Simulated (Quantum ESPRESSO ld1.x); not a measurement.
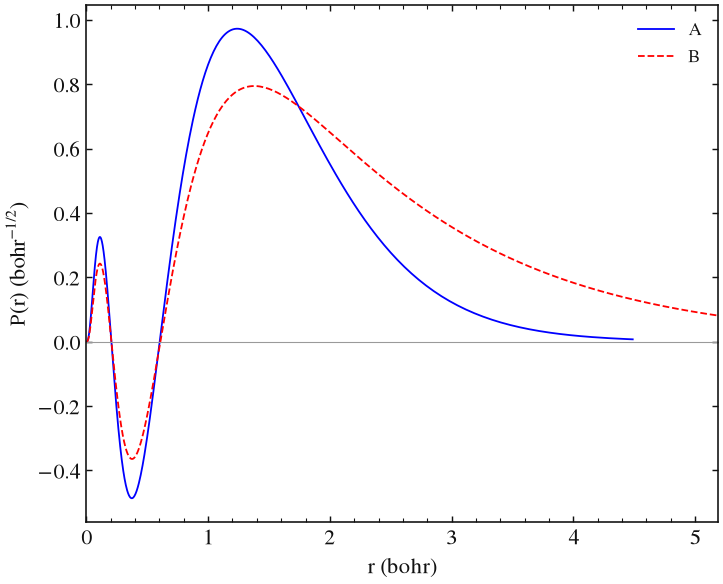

Two charge states of osmium were computed: Os in [Xe] 4f14 5d6 6s2 (open shells shared over both j by 2j + 1); Os⁷⁺ in [Xe] 4f14 5d1 (open shells shared over both j by 2j + 1). Theory: Dirac Kohn-Sham, LDA (Slater exchange, Perdew-Zunger correlation), spin-unpolarised, spherical densities, point nucleus (computed with Quantum ESPRESSO ld1.x 7.5).

The plot shows P(r) = r R(r) of the 5d5/2 orbital in both runs (large components where relativistic).

Assign A and B.

A is Os⁷⁺ in [Xe] 4f14 5d1 (open shells shared over both j by 2j + 1) (⟨r⟩ = 1.39 bohr, eigenvalue −92.4 eV); B is Os in [Xe] 4f14 5d6 6s2 (open shells shared over both j by 2j + 1) (⟨r⟩ = 1.85 bohr, eigenvalue −6.06 eV). Fewer electrons screen less, so the orbital shrinks.
